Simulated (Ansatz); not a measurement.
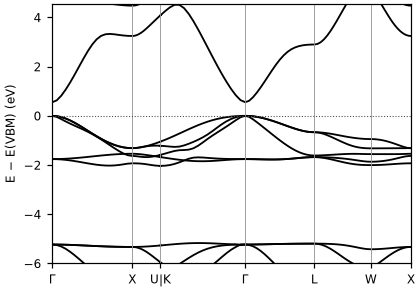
Band structure from PBEsol in the plane-wave PAW code Ansatz

Q: Read off the gap and where the band edges lie.

A: About 0.6 eV (0.55 eV by a search for the band edges); maximum at Γ, minimum at Γ.

The material is CuCl (zinc blende, F-43m).

Symmetry was held in the PBEsol relaxation. The run is not spin-polarised.

Potentials: the later of the program's two PAW sets.
